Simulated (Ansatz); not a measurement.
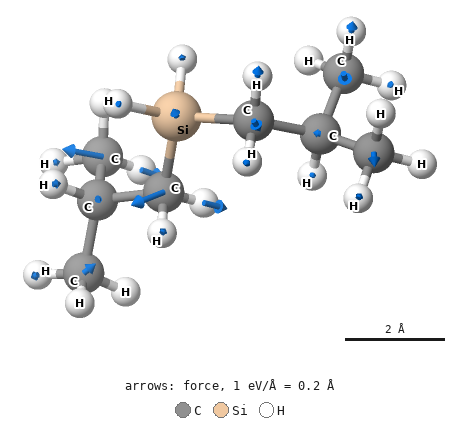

Starting geometry of C$_{8}$H$_{20}$Si (coarse preliminary run) with the computed forces as blue arrows. Style: ball-and-stick. Shown at a tilt.

The start comes from a force field.

Level of theory: RKS PBE-D4/def2-SVP (Ansatz). Set-up: force threshold 0.03 eV/Å; at most 200 steps.

**What follows when this structure is relaxed?**

It isn't relaxed: the largest force vector, on a C atom, is 4.73 eV/Å. The final displacements have little in common with the starting forces (cosine between the two patterns 0.07). The atom that moves furthest after the best rigid fit is an H atom (0.66 Å). By element the largest moves are H 0.66 Å, C 0.47 Å, Si 0.08 Å. Among the contacts that change: C–H 1.030 → 1.112 Å, C–Si 1.841 → 1.902 Å, C–H 1.074 → 1.114 Å, H–Si 1.543 → 1.511 Å. Among the angles between lasting bonds that change: C–C–H 104.0° → 109.6°, C–C–H 105.9° → 111.2°, C–C–C 107.2° → 111.9°. The energy falls by 14.6 kcal/mol in 12 geometry steps. Largest force component: 4.2 eV/Å at the start, 0.011 eV/Å at the end. The forces were under the threshold at step 4, but the run went on from there.
